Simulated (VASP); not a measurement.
Band structure of BaF$_{2}$ (fluorite). Calculation: TPSS meta-GGA, VASP's PBE PAW potentials (set 64) (plane waves; VASP).

Unless said otherwise, spin-orbit coupling is left out, though it shifts the bands of the heavy elements here.

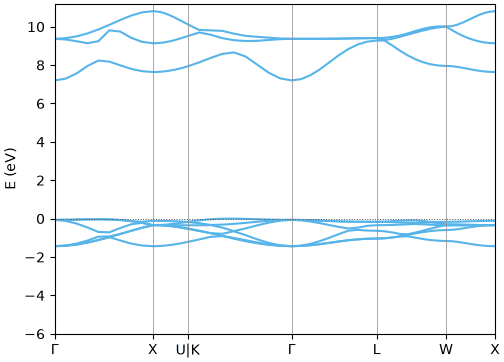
*Bands along high-symmetry lines, zero at the valence-band maximum or, without a gap, the Fermi level*

### Question
Read the plot: is there a gap, and where are the band edges?

### Answer
The gap is indirect, 7.20 eV, from the valence maximum at K-Γ at 0.44 to the conduction minimum at Γ.

Measured: gap 10.50 eV (computed value off by -3.30 eV), as given by Andrés Aguado et al., Journal of the Physical Society of Japan (1999), arXiv:cond-mat/9901145.

The compound is BaF2 in the fluorite structure. It was relaxed first.
